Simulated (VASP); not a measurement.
Band structure of LaTe (relaxed from the CsCl type structure, space group Pm-3m). Computed with PBEsol GGA, VASP's PBE PAW potentials (set 64) (plane waves; VASP).

Unless said otherwise, spin-orbit coupling is left out, though it shifts the bands of the heavy elements here.

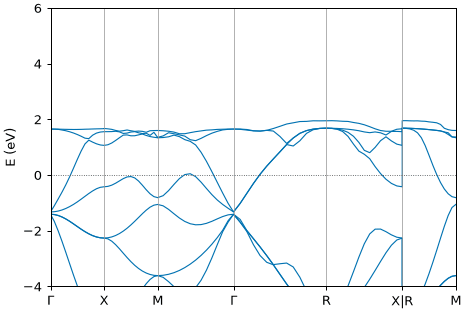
Fig. 1. Bands along high-symmetry lines, zero at the valence-band maximum or, without a gap, the Fermi level

Question: Read the plot: is there a gap, and where are the band edges?

Answer: It has no gap at this level: it comes out as a metal or semimetal. (Edges off the drawn lines would not show.)

The structure was generated: LaTe was put into the CsCl type type (Pm-3m), which need not be its known phase. It was relaxed first, which changed the volume by -36 %. The electron count is odd and the run is not spin-polarised, which forces a metal.
